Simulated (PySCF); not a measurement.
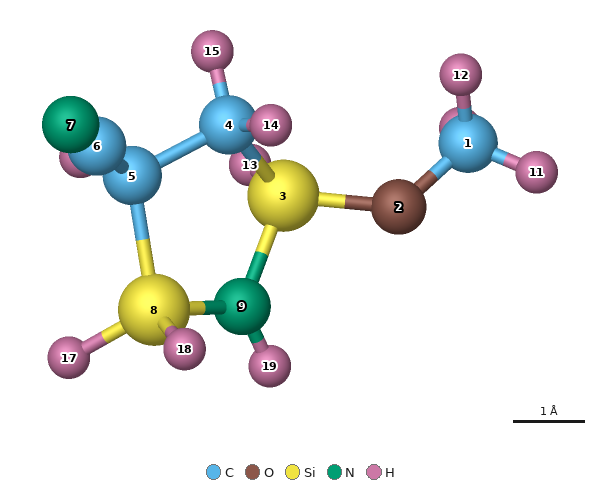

The starting structure (ball-and-stick view, seen at a tilt; atoms are numbered from 1 in the order of the input).

**Run report: C₄H₁₀N₂OSi₂, geometry relaxation (part 1 of 2)**

- system: C₄H₁₀N₂OSi₂
- method: PBE0-D3(BJ)/def2-SVP geometry optimisation, gas phase (PySCF 2.14.0)

It belongs to a series of runs on one base structure; here: constitutional isomer.

**Input**
```
{"job": {"xc": "PBE0", "basis": "def2-SVP", "d3": "d3bj", "grid": 1, "shake": 0.01, "kind": "geom"}, "charge": 0, "multiplicity": 1}
C      3.230630     0.805770    -0.213290
O      2.194150    -0.003110     0.265920
Si     0.767130    -0.365160    -0.440660
C     -0.589540     0.901550    -0.275720
C     -1.922330     0.084990    -0.110130
C     -2.974680     0.906010     0.418200
N     -3.786760     1.552670     0.874170
Si    -1.541890    -1.418950     1.019700
N      0.092830    -1.588540     0.583580
H      3.607100     0.437450    -1.145640
H      3.996690     0.860950     0.536330
H      2.843050     1.843580    -0.384750
H      0.944090    -0.790770    -1.831430
H     -0.486350     1.520060     0.623390
H     -0.724940     1.573500    -1.116140
H     -2.238340    -0.272050    -1.069040
H     -2.352050    -2.567260     0.602540
H     -1.741680    -1.114240     2.451000
H      0.652160    -2.359380     0.912480
```

The first line tells a small driver script what to run in PySCF; the rest is the geometry in Å.

Run on 1 CPU thread, shared host.

Launch command:
```bash
OMP_NUM_THREADS=1 python <driver script> task.json out
```

**Output**
```
step   0  E = -921.16635346  max force = 0.048817
step   1  E = -921.17592955  max force = 0.008205
step   2  E = -921.17655901  max force = 0.003556
step   3  E = -921.17673854  max force = 0.001586
step   4  E = -921.17682698  max force = 0.001781
step   5  E = -921.17692289  max force = 0.001469
step   6  E = -921.17698141  max force = 0.001272
step   7  E = -921.17703269  max force = 0.001132
step   8  E = -921.17706809  max force = 0.000955
step   9  E = -921.17709261  max force = 0.000728
step  10  E = -921.17710796  max force = 0.000429
step  11  E = -921.17712374  max force = 0.000536
step  12  E = -921.17714757  max force = 0.000877
step  13  E = -921.17717571  max force = 0.001112
step  14  E = -921.17720148  max force = 0.000711
step  15  E = -921.17721887  max force = 0.000262
step  16  E = -921.17722112  max force = 0.000196
optimisation converged
```

**Trajectory as extended XYZ (Å, eV, eV/Å), 17 frames, from step=0 to step=16**
```
19
Properties=species:S:1:pos:R:3:forces:R:3 step=0 energy=-25066.21323
C     3.2306    0.8058   -0.2133   -1.7529   1.0184   0.2201
O     2.1942   -0.0031    0.2659    0.7376   0.1281   0.1944
Si    0.7671   -0.3652   -0.4407   -0.4399  -0.3842   0.7756
C    -0.5895    0.9015   -0.2757   -0.9639  -0.3410   0.1565
C    -1.9223    0.0850   -0.1101    0.8099   0.5642   0.9710
C    -2.9747    0.9060    0.4182    1.9862  -1.6730  -1.2110
N    -3.7868    1.5527    0.8742   -2.5103   1.9928   1.3881
Si   -1.5419   -1.4189    1.0197   -0.3500   0.3172  -0.1969
N     0.0928   -1.5885    0.5836    0.5853  -0.1701  -0.3486
H     3.6071    0.4375   -1.1456    0.6588  -0.3838  -0.9481
H     3.9967    0.8609    0.5363    0.8033  -0.0238   0.5207
H     2.8430    1.8436   -0.3847    0.3861  -0.3303   0.0316
H     0.9441   -0.7908   -1.8314    0.2318  -0.0795  -0.5819
H    -0.4864    1.5201    0.6234    0.3628   0.0718   0.1386
H    -0.7249    1.5735   -1.1161    0.1358   0.4264  -0.4508
H    -2.2383   -0.2721   -1.0690   -0.3244  -0.5754  -0.9966
H    -2.3521   -2.5673    0.6025   -0.4265  -0.4114   0.0152
H    -1.7417   -1.1142    2.4510   -0.1857   0.0672   0.2744
H     0.6522   -2.3594    0.9125    0.2559  -0.2137   0.0479
19
Properties=species:S:1:pos:R:3:forces:R:3 step=1 energy=-25066.47381
C     2.4314    0.9496   -0.6707    0.3058  -0.1407  -0.0605
O     1.4551    0.1045   -0.1414   -0.2541  -0.0912   0.1965
Si    0.0176   -0.3678   -0.8235    0.1608   0.1412  -0.4219
C    -1.3692    0.9080   -0.6993   -0.1586  -0.0858   0.0036
C    -2.7105    0.1474   -0.5242    0.0311  -0.1696  -0.3525
C    -3.7777    0.9711    0.0013   -0.1597   0.1312   0.1862
N    -4.6102    1.6321    0.4668    0.0928  -0.0968  -0.0990
Si   -2.3652   -1.4258    0.5287   -0.1888   0.0793   0.1496
N    -0.7079   -1.6622    0.0637    0.1253  -0.0109   0.1391
H     2.8436    0.5695   -1.6314   -0.1096   0.0631   0.1728
H     3.2635    1.0121    0.0545   -0.0885   0.0080  -0.1427
H     2.0604    1.9739   -0.8408   -0.0655   0.0639  -0.0074
H     0.3251   -0.7222   -2.2509   -0.0061  -0.0010   0.0699
H    -1.1769    1.5236    0.1931    0.0402   0.0217   0.0756
H    -1.4308    1.5994   -1.5542    0.0695  -0.0020  -0.0079
H    -3.0483   -0.2325   -1.5147    0.0995   0.0699   0.2260
H    -3.2657   -2.5605    0.1587    0.0594   0.0340  -0.0768
H    -2.6052   -1.1364    1.9769    0.1161  -0.0036  -0.0149
H    -0.1600   -2.4646    0.3592   -0.0694  -0.0108  -0.0359
19
Properties=species:S:1:pos:R:3:forces:R:3 step=2 energy=-25066.49094
C     2.4206    0.9398   -0.6553    0.0413   0.0136  -0.1040
O     1.4392    0.0962   -0.1308   -0.0533  -0.0114   0.1829
Si    0.0167   -0.3638   -0.8439    0.0161  -0.0187  -0.1661
C    -1.3719    0.9079   -0.7097   -0.0748  -0.0008   0.0287
C    -2.7101    0.1478   -0.5286    0.0150  -0.0095  -0.1026
C    -3.7794    0.9700    0.0024   -0.0201   0.0347   0.0500
N    -4.6156    1.6269    0.4642    0.0036  -0.0225  -0.0271
Si   -2.3563   -1.4122    0.5355   -0.0580   0.0020   0.0798
N    -0.7050   -1.6554    0.0528    0.0562   0.0049   0.0495
H     2.8180    0.5641   -1.6172   -0.0095   0.0200   0.0129
H     3.2583    1.0012    0.0566   -0.0219  -0.0165  -0.0064
H     2.0436    1.9657   -0.8205    0.0111   0.0062   0.0092
H     0.3322   -0.7204   -2.2651    0.0179   0.0137   0.0168
H    -1.1731    1.5198    0.1869    0.0368  -0.0171   0.0017
H    -1.4246    1.6020   -1.5629    0.0016   0.0086  -0.0022
H    -3.0488   -0.2375   -1.5087    0.0219  -0.0050   0.0406
H    -3.2535   -2.5465    0.1656   -0.0016   0.0083  -0.0333
H    -2.5581   -1.1239    1.9877    0.0464   0.0125  -0.0031
H    -0.1628   -2.4624    0.3429   -0.0287  -0.0230  -0.0272
19
Properties=species:S:1:pos:R:3:forces:R:3 step=3 energy=-25066.49583
C     2.4095    0.9386   -0.6477   -0.0227   0.0199  -0.0291
O     1.4281    0.0937   -0.1194    0.0308   0.0590   0.0815
Si    0.0173   -0.3655   -0.8559   -0.0554  -0.0727  -0.0177
C    -1.3729    0.9050   -0.7169   -0.0080   0.0162  -0.0049
C    -2.7092    0.1472   -0.5311   -0.0042   0.0529   0.0528
C    -3.7790    0.9703    0.0013    0.0327  -0.0166  -0.0228
N    -4.6196    1.6246    0.4576   -0.0269   0.0107   0.0081
Si   -2.3499   -1.4040    0.5432    0.0017  -0.0262   0.0076
N    -0.7042   -1.6573    0.0433    0.0077   0.0207  -0.0143
H     2.7962    0.5719   -1.6153    0.0058  -0.0092  -0.0362
H     3.2517    0.9874    0.0575    0.0269  -0.0046   0.0177
H     2.0372    1.9688   -0.7987    0.0046  -0.0121   0.0140
H     0.3458   -0.7164   -2.2736    0.0261   0.0068  -0.0039
H    -1.1639    1.5120    0.1812    0.0192  -0.0150  -0.0080
H    -1.4231    1.6025   -1.5679   -0.0190   0.0057   0.0061
H    -3.0503   -0.2458   -1.5042   -0.0042  -0.0294  -0.0363
H    -3.2553   -2.5323    0.1759   -0.0122  -0.0004   0.0081
H    -2.5203   -1.1101    1.9975    0.0033   0.0136   0.0001
H    -0.1689   -2.4714    0.3252   -0.0062  -0.0193  -0.0229
19
Properties=species:S:1:pos:R:3:forces:R:3 step=4 energy=-25066.49823
C     2.4023    0.9404   -0.6433   -0.0387  -0.0009  -0.0028
O     1.4225    0.0963   -0.1070    0.0368   0.0689   0.0226
Si    0.0194   -0.3679   -0.8592   -0.0491  -0.0577   0.0425
C    -1.3722    0.9025   -0.7202    0.0230   0.0076  -0.0201
C    -2.7080    0.1469   -0.5314   -0.0143   0.0480   0.0916
C    -3.7790    0.9706   -0.0017    0.0301  -0.0250  -0.0414
N    -4.6242    1.6231    0.4488   -0.0202   0.0138   0.0154
Si   -2.3465   -1.4002    0.5487    0.0214  -0.0155  -0.0318
N    -0.7055   -1.6620    0.0344   -0.0141   0.0148  -0.0339
H     2.7709    0.5804   -1.6205    0.0090  -0.0057  -0.0316
H     3.2557    0.9780    0.0492    0.0209  -0.0083   0.0126
H     2.0328    1.9736   -0.7783    0.0069  -0.0055   0.0097
H     0.3640   -0.7121   -2.2743    0.0224  -0.0010  -0.0050
H    -1.1557    1.5052    0.1788    0.0032  -0.0038  -0.0045
H    -1.4229    1.6028   -1.5690   -0.0171   0.0015   0.0077
H    -3.0499   -0.2532   -1.5013   -0.0035  -0.0214  -0.0395
H    -3.2618   -2.5228    0.1880   -0.0058  -0.0059   0.0266
H    -2.4965   -1.0993    2.0034   -0.0135   0.0092   0.0016
H    -0.1763   -2.4834    0.3066    0.0025  -0.0132  -0.0196
19
Properties=species:S:1:pos:R:3:forces:R:3 step=5 energy=-25066.50084
C     2.3933    0.9441   -0.6383   -0.0163  -0.0316   0.0313
O     1.4151    0.1054   -0.0881    0.0013   0.0593  -0.0480
Si    0.0223   -0.3696   -0.8595   -0.0026  -0.0127   0.0687
C    -1.3720    0.8997   -0.7235    0.0407  -0.0074  -0.0113
C    -2.7070    0.1462   -0.5300   -0.0202   0.0089   0.0755
C    -3.7811    0.9700   -0.0079    0.0039  -0.0163  -0.0360
N    -4.6334    1.6198    0.4335    0.0013   0.0076   0.0132
Si   -2.3416   -1.3962    0.5555    0.0281   0.0064  -0.0510
N    -0.7087   -1.6699    0.0188   -0.0300  -0.0021  -0.0316
H     2.7293    0.5964   -1.6325    0.0010   0.0026  -0.0109
H     3.2665    0.9557    0.0311    0.0106  -0.0038  -0.0035
H     2.0362    1.9849   -0.7435    0.0021   0.0000   0.0045
H     0.3943   -0.7048   -2.2698    0.0073  -0.0074  -0.0030
H    -1.1478    1.4982    0.1764   -0.0124   0.0113  -0.0023
H    -1.4253    1.6032   -1.5694   -0.0060  -0.0036   0.0026
H    -3.0473   -0.2643   -1.4972    0.0024  -0.0005  -0.0192
H    -3.2694   -2.5140    0.2128    0.0036  -0.0113   0.0323
H    -2.4667   -1.0829    2.0099   -0.0205   0.0035   0.0027
H    -0.1876   -2.5023    0.2735    0.0055  -0.0028  -0.0139
19
Properties=species:S:1:pos:R:3:forces:R:3 step=6 energy=-25066.50243
C     2.3911    0.9462   -0.6343    0.0069  -0.0383   0.0322
O     1.4098    0.1158   -0.0770   -0.0301   0.0370  -0.0654
Si    0.0234   -0.3675   -0.8581    0.0377   0.0157   0.0506
C    -1.3741    0.8988   -0.7252    0.0273  -0.0134   0.0098
C    -2.7083    0.1443   -0.5282   -0.0138  -0.0197   0.0254
C    -3.7856    0.9673   -0.0132   -0.0147  -0.0035  -0.0151
N    -4.6418    1.6158    0.4228    0.0135   0.0014   0.0064
Si   -2.3378   -1.3944    0.5597    0.0191   0.0148  -0.0351
N    -0.7114   -1.6744    0.0056   -0.0247  -0.0128  -0.0128
H     2.6995    0.6106   -1.6423   -0.0045   0.0069   0.0044
H     3.2795    0.9310    0.0153   -0.0013  -0.0031  -0.0094
H     2.0498    1.9944   -0.7134   -0.0001   0.0044   0.0023
H     0.4137   -0.6979   -2.2649   -0.0054  -0.0056  -0.0009
H    -1.1485    1.4975    0.1743   -0.0159   0.0163  -0.0022
H    -1.4307    1.6027   -1.5704    0.0026  -0.0062  -0.0041
H    -3.0456   -0.2727   -1.4946    0.0059   0.0129   0.0004
H    -3.2702   -2.5141    0.2369    0.0073  -0.0093   0.0205
H    -2.4492   -1.0705    2.0132   -0.0125   0.0013   0.0011
H    -0.1945   -2.5136    0.2458    0.0028   0.0011  -0.0079
19
Properties=species:S:1:pos:R:3:forces:R:3 step=7 energy=-25066.50383
C     2.3942    0.9468   -0.6294    0.0271  -0.0293   0.0178
O     1.4039    0.1288   -0.0716   -0.0520   0.0142  -0.0506
Si    0.0226   -0.3613   -0.8579    0.0582   0.0235   0.0159
C    -1.3802    0.8991   -0.7271    0.0036  -0.0090   0.0295
C    -2.7123    0.1404   -0.5267   -0.0041  -0.0322  -0.0282
C    -3.7932    0.9617   -0.0179   -0.0213   0.0053   0.0089
N    -4.6513    1.6096    0.4154    0.0154  -0.0022  -0.0009
Si   -2.3328   -1.3931    0.5634    0.0026   0.0095  -0.0040
N    -0.7131   -1.6760   -0.0080   -0.0076  -0.0143   0.0082
H     2.6762    0.6266   -1.6503   -0.0072   0.0073   0.0116
H     3.2946    0.8971    0.0021   -0.0066  -0.0011  -0.0091
H     2.0761    2.0039   -0.6797   -0.0016   0.0037   0.0025
H     0.4249   -0.6881   -2.2623   -0.0131   0.0014  -0.0006
H    -1.1578    1.5022    0.1704   -0.0114   0.0131  -0.0035
H    -1.4412    1.6007   -1.5736    0.0081  -0.0070  -0.0097
H    -3.0458   -0.2816   -1.4928    0.0052   0.0170   0.0132
H    -3.2642   -2.5201    0.2646    0.0054  -0.0035   0.0013
H    -2.4337   -1.0574    2.0154    0.0013   0.0015  -0.0012
H    -0.1977   -2.5201    0.2181   -0.0021   0.0020  -0.0011
19
Properties=species:S:1:pos:R:3:forces:R:3 step=8 energy=-25066.50479
C     2.4016    0.9455   -0.6243    0.0295  -0.0143   0.0010
O     1.3981    0.1414   -0.0720   -0.0474   0.0050  -0.0208
Si    0.0202   -0.3522   -0.8598    0.0454   0.0098  -0.0077
C    -1.3893    0.9003   -0.7291   -0.0137  -0.0007   0.0313
C    -2.7182    0.1352   -0.5265    0.0034  -0.0221  -0.0491
C    -3.8022    0.9538   -0.0202   -0.0130   0.0056   0.0201
N    -4.6603    1.6013    0.4135    0.0079  -0.0023  -0.0041
Si   -2.3275   -1.3924    0.5662   -0.0090  -0.0011   0.0170
N    -0.7127   -1.6739   -0.0181    0.0094  -0.0087   0.0164
H     2.6655    0.6391   -1.6543   -0.0061   0.0044   0.0088
H     3.3075    0.8631   -0.0042   -0.0054  -0.0010  -0.0042
H     2.1073    2.0103   -0.6514   -0.0013   0.0012   0.0032
H     0.4258   -0.6760   -2.2641   -0.0117   0.0078  -0.0016
H    -1.1723    1.5099    0.1654   -0.0043   0.0056  -0.0035
H    -1.4544    1.5979   -1.5788    0.0080  -0.0060  -0.0099
H    -3.0488   -0.2897   -1.4923    0.0017   0.0117   0.0134
H    -3.2541   -2.5282    0.2869    0.0011   0.0021  -0.0117
H    -2.4209   -1.0463    2.0166    0.0099   0.0019  -0.0024
H    -0.1962   -2.5198    0.1984   -0.0042   0.0010   0.0040
```
